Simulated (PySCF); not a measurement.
Molecule (SMILES): [S+]#[C-] (C-S).
Geometry (B3LYP-D3(BJ)/def2-TZVP, fixed):
```
C
S 1 1.5320
```
Charge 0, spin multiplicity 1.

Basis-set convergence of the lowest singlet excitation energy at CAM-B3LYP with PySCF. Tamm-Dancoff approximation; the state is taken by its order, and sets in which it differs in degeneracy or brightness are left out, yet its character can still change. All functions are spherical. Density fitting with generated auxiliary sets. No added dispersion term, no relativity. Reference: the value in aug-pcseg-3, 4.945 eV, itself unsure by roughly 0.015 eV (its mean distance from aug-cc-pV(Q+d)Z, aug-pcseg-2, aug-cc-pV(T+d)Z). Deviations are taken from unrounded values. Cost is core time over that of 6-31G**, rough, on shared machines of one kind; a dash marks a row that isn't timed (too short, read off another run, short of memory, by another algorithm or on other hardware).

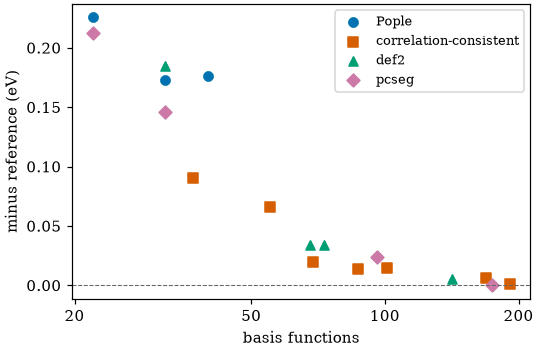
Fig. 1. Deviation from the reference against the number of basis functions, by family of sets.

```json
[
 {"basis": "3-21G", "functions": "22", "lowest singlet excitation energy (eV)": "5.170", "minus reference (eV)": "0.226", "cost": "-"},
 {"basis": "pcseg-0", "functions": "22", "lowest singlet excitation energy (eV)": "5.157", "minus reference (eV)": "0.212", "cost": "-"},
 {"basis": "6-31G**", "functions": "32", "lowest singlet excitation energy (eV)": "5.118", "minus reference (eV)": "0.173", "cost": "1×"},
 {"basis": "def2-SVP", "functions": "32", "lowest singlet excitation energy (eV)": "5.129", "minus reference (eV)": "0.184", "cost": "0.8×"},
 {"basis": "pcseg-1", "functions": "32", "lowest singlet excitation energy (eV)": "5.091", "minus reference (eV)": "0.146", "cost": "0.8×"},
 {"basis": "cc-pV(D+d)Z", "functions": "37", "lowest singlet excitation energy (eV)": "5.035", "minus reference (eV)": "0.090", "cost": "0.9×"},
 {"basis": "6-31+G*", "functions": "40", "lowest singlet excitation energy (eV)": "5.121", "minus reference (eV)": "0.176", "cost": "-"},
 {"basis": "aug-cc-pV(D+d)Z", "functions": "55", "lowest singlet excitation energy (eV)": "5.011", "minus reference (eV)": "0.066", "cost": "2×"},
 {"basis": "def2-TZVP", "functions": "68", "lowest singlet excitation energy (eV)": "4.978", "minus reference (eV)": "0.034", "cost": "2×"},
 {"basis": "cc-pV(T+d)Z", "functions": "69", "lowest singlet excitation energy (eV)": "4.964", "minus reference (eV)": "0.019", "cost": "2×"},
 {"basis": "def2-TZVPP", "functions": "73", "lowest singlet excitation energy (eV)": "4.979", "minus reference (eV)": "0.034", "cost": "2×"},
 {"basis": "jun-cc-pV(T+d)Z", "functions": "87", "lowest singlet excitation energy (eV)": "4.959", "minus reference (eV)": "0.014", "cost": "4×"},
 {"basis": "aug-pcseg-2", "functions": "96", "lowest singlet excitation energy (eV)": "4.969", "minus reference (eV)": "0.024", "cost": "5×"},
 {"basis": "aug-cc-pV(T+d)Z", "functions": "101", "lowest singlet excitation energy (eV)": "4.959", "minus reference (eV)": "0.014", "cost": "6×"},
 {"basis": "def2-QZVPPD", "functions": "142", "lowest singlet excitation energy (eV)": "4.950", "minus reference (eV)": "0.005", "cost": "10×"},
 {"basis": "aug-cc-pV(Q+d)Z", "functions": "169", "lowest singlet excitation energy (eV)": "4.951", "minus reference (eV)": "0.006", "cost": "20×"},
 {"basis": "aug-pcseg-3", "functions": "174", "lowest singlet excitation energy (eV)": "4.945", "minus reference (eV)": "0.000", "cost": "20×"},
 {"basis": "cc-pV(5+d)Z", "functions": "191", "lowest singlet excitation energy (eV)": "4.946", "minus reference (eV)": "0.001", "cost": "30×"}
]
```
